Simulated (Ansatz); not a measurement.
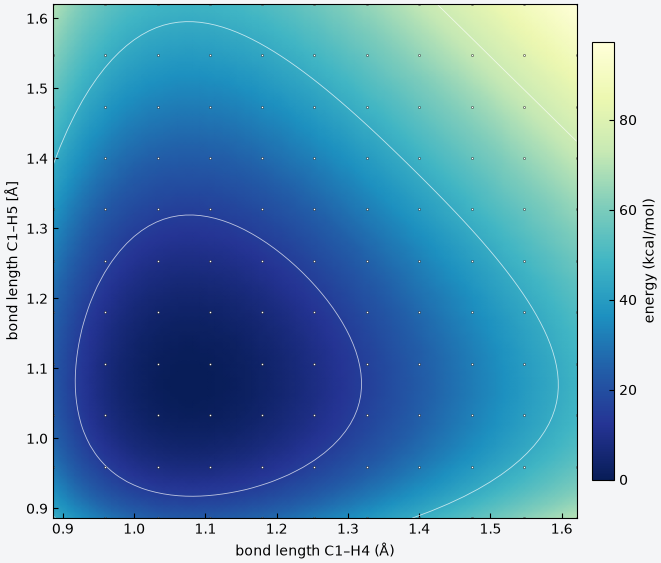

Energy landscape of CH4FSi, SMILES [CH2-][SiH2]F, charge −1. First axis: bond length C1–H4. Second axis: bond length C1–H5. Nothing is relaxed (all other coordinates rigid). Grid: 11 × 11 points. Energies are in kcal/mol, from the relaxed molecule at the same level. The reference is spin-restricted, which grows unreliable where a bond is stretched far. The calculation used Ansatz, RKS BHLYP-D4/def2-TZVPD.

In the figure: a smooth colour map with a few white contour lines, dots at the grid points. Between grid points the surface is interpolated. 

> Summarise what can be read from the map.

The lowest grid point is at bond length C1–H4 = 1.106 Å, bond length C1–H5 = 1.106 Å, 0.5 kcal/mol from the relaxed molecule at the same level. It is the only kind of minimum in the scanned range. The highest grid point, bond length C1–H4 = 1.621 Å, bond length C1–H5 = 1.621 Å, lies 97 kcal/mol above the lowest. Round the minimum the contours are nearly round: the two directions are equally stiff and uncoupled.

Each point was launched as `ansatz run input.yaml --threads 1 --pin off --max-ram 2560MiB --backend cpu --events-out ev --progress --plain --runs-dir out`. Time for the 121 points that were run: 8.9 min on 1 thread of Arm Neoverse V2 (shared host).
